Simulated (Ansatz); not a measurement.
## Mo2O4: a changed input and its effect

System: Mo2O4, charge −1, multiplicity 2.
Method of the first run: UKS PBE0-D4/def2-TZVPD (Ansatz 0.2.0).

The geometry comes from this level: r2SCAN-D4/def2-SVPD. Text and figures count atoms from 1; the logs count them from 0 in places.

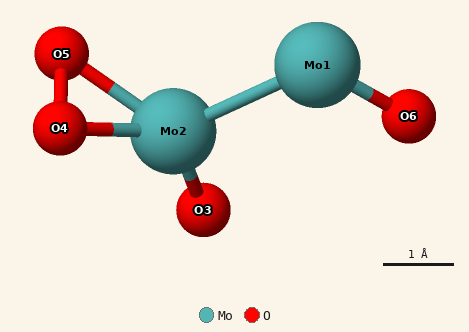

Fig. 1: The structure as given in the input (ball-and-stick view, seen at a tilt; atoms are numbered from 1 in the order of the input). Sticks mark near contacts. Bond lengths as drawn: Mo–Mo 2.52 Å, Mo–O 1.70 to 1.95 Å and O–O 1.47 Å.

**The input, the first run**
```yaml
crystal:
  periodic: [false, false, false]
  atoms:
    - {symbol: Mo, position_ang: [-1.540585, 1.239714, -0.190272]}
    - {symbol: Mo, position_ang: [0.422084, -0.325801, 0.049303]}
    - {symbol: O, position_ang: [-0.127927, -1.945331, 0.118019]}
    - {symbol: O, position_ang: [2.136873, 0.337464, -0.610751]}
    - {symbol: O, position_ang: [2.034889, 0.432614, 0.849497]}
    - {symbol: O, position_ang: [-2.925334, 0.261340, -0.215795]}
basis:
  gaussian: {orbitals: def2-TZVPD, initial_orbitals: start.molden}
total_charge: -1
magnetization: {spin_polarized: true, initial_magnetization: 1}
hamiltonian: {xc: pbe0, dispersion: d4}
scf: {omitted_lower_state_checks: [starts]}
output: {orbitals: {seedname: orbitals}}
```

Command:
```bash
ansatz run in.yaml --threads 4 --pin off --events-out ev --progress --plain --max-ram 4787MiB
```

Hardware: 4 threads of Arm Neoverse V2, 23 GiB of memory available, shared host.

**Output (the first run)**
```
Functional definition: PBE0
  parameter a = 0.25
  parameter kappa = 0.804
  parameter beta = 0.06672455060314922
  exchange = (1 - a)*pbe_x(kappa = kappa, mu = beta*pi^2/3) + a*exact_x
  correlation = pbe_c(beta = beta)
these checks for a lower state are left out or cut short: starts
1492 factors; their error is unknown
mean field evaluation 1: about -11891.2760 eV, gradient 1.3e2 eV
mean field evaluation 2: about -11895.1008 eV, gradient 3.4e0 eV
mean field evaluation 4: about -11895.3333 eV, gradient 3.6e-1 eV
mean field evaluation 8: about -11895.3345 eV, gradient 5.0e-5 eV
mean field -11895.33445316 eV, -437.1454782065 hartree, gradient 1.2e-5 eV, S^2 2.064229; 0 other end points of the search recorded, 0 dependent functions left out
reference -11895.33449760 eV, -437.1454798394 hartree; 31, 30 occupied and 209, 210 virtual orbitals, 1492 factors
Total energy: -11895.54009959 eV, -437.1530355731 hartree
Checks for a lower state left out: starts
```

For the second run the input was changed thus:
```diff
-hamiltonian: {xc: pbe0, dispersion: d4}
+hamiltonian: {xc: {name: r2SCAN0}, dispersion: d4}
```

Predict how the results change.

The total energies belong to different models, so their difference says nothing on which is more stable or more accurate. The HOMO goes from −1.38 to −1.68 eV. On the same kind of shared host the second run took about 2.9 times as long.

**Output (the second run)**
```
Functional definition: r2SCAN0
  parameter a = 0.25
  parameter k0 = 0.174
  parameter k1 = 0.065
  parameter a1 = 4.9479
  exchange = (1 - a)*r2scan_x(k0 = k0, k1 = k1, a1 = a1) + a*exact_x
  correlation = r2scan_c
these checks for a lower state are left out or cut short: starts
1492 factors; their error is unknown
mean field evaluation 1: about -11897.9583 eV, gradient 4.7e0 eV
mean field evaluation 2: about -11898.0377 eV, gradient 1.8e-1 eV
mean field evaluation 4: about -11898.2025 eV, gradient 7.4e-3 eV
mean field evaluation 8: about -11898.2025 eV, gradient 7.0e-5 eV
mean field -11898.20253504 eV, -437.2508782712 hartree, gradient 1.3e-5 eV, S^2 2.269459; 0 other end points of the search recorded, 0 dependent functions left out
reference -11898.20256599 eV, -437.2508794087 hartree; 31, 30 occupied and 209, 210 virtual orbitals, 1492 factors
Total energy: -11898.26995506 eV, -437.2533559115 hartree
Checks for a lower state left out: starts
```

**The two runs side by side**

```csv
quantity,the first run,the second run
outcome,converged,converged
total energy (hartree),−437.153036,−437.253356
HOMO (eV),−1.38,−1.68
LUMO (eV),1.06,1.07
⟨S²⟩,2.064,2.269
basis functions,240,240
wall time (shared host),11 s,32 s
```

For the first run: ⟨S²⟩ is 2.06 against 0.75 for a pure state: the solution is spin-contaminated. For the second run: ⟨S²⟩ is 2.27 against 0.75 for a pure state: the solution is spin-contaminated.
